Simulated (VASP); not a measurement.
Band structure of MoSb (relaxed from the rock salt structure, space group Fm-3m). Computed with r2SCAN meta-GGA, VASP's PBE PAW potentials (set 64) (plane waves; VASP).

Unless said otherwise, spin-orbit coupling is left out, though it shifts the bands of the heavy elements here.

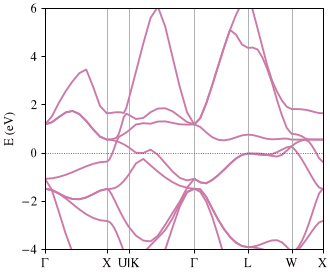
*Bands along high-symmetry lines, zero at the valence-band maximum or, without a gap, the Fermi level*

Problem. Read the plot: is there a gap, and where are the band edges?

Solution. It has no gap at this level: it comes out as a metal or semimetal.

The structure was generated: MoSb was put into the rock salt type (Fm-3m), which need not be its known phase. It was relaxed first, which changed the volume by -35 %. The electron count is odd and the run is not spin-polarised, which forces a metal.
